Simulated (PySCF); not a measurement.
```xyz
15

O     3.2007    1.2193    0.2161
C     2.5798    0.2832   -0.1704
F     3.2098   -0.7518   -0.7532
C     1.1261    0.0801   -0.0973
C     0.5032   -1.0769   -0.5878
C    -0.8707   -1.2273   -0.4958
C    -1.6471   -0.2178    0.0905
O    -2.9726   -0.4094    0.1586
C    -1.0292    0.9419    0.5809
C     0.3457    1.0860    0.4860
H     1.1099   -1.8612   -1.0426
H    -1.3721   -2.1209   -0.8710
H    -3.3908    0.3509    0.5778
H    -1.6359    1.7298    1.0372
H     0.8422    1.9824    0.8629
```

Geometry: PBE0-D3(BJ)/def2-SVP.

Computed with PBE0/pcSseg-1, SCF density, gas phase, non-relativistic in PySCF 2.14.0.

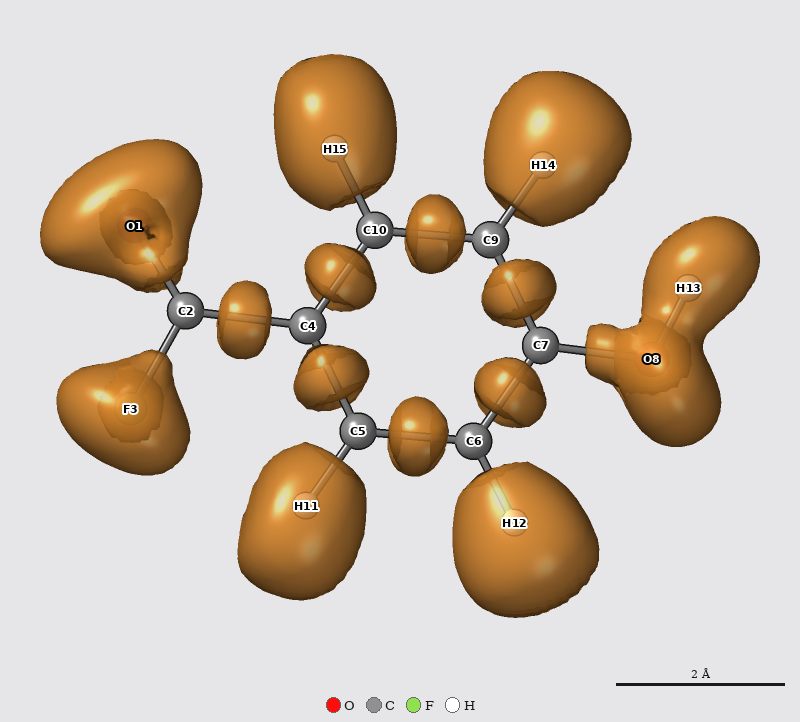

C$_{7}$H$_{5}$FO$_{2}$ (SMILES O=C(F)c1ccc(O)cc1). Isosurface of the electron localisation function at 0.75 (orange), seen across its widest extent. Core shells and regions of very low density are left out.

Q: Identify the bonds, lone pairs and shells in this picture.

A: The surface consists of seven regions between bonded C–C atoms (shared pairs), four regions around hydrogen nuclei, one region on F in which the atom's valence shell and bonds are merged, one region on O in which the atom's valence shell and bonds are merged and one joined region spread over several atoms (H, O), in which their bonds and any lone pairs are merged. Profiles from the grid: C–O (1.19 Å): the ELF peaks at about 0.85 between the atoms; a short, multiple covalent bond. C–F (1.34 Å): the ELF peaks at about 0.85 between the atoms; a shared but strongly polarised pair.
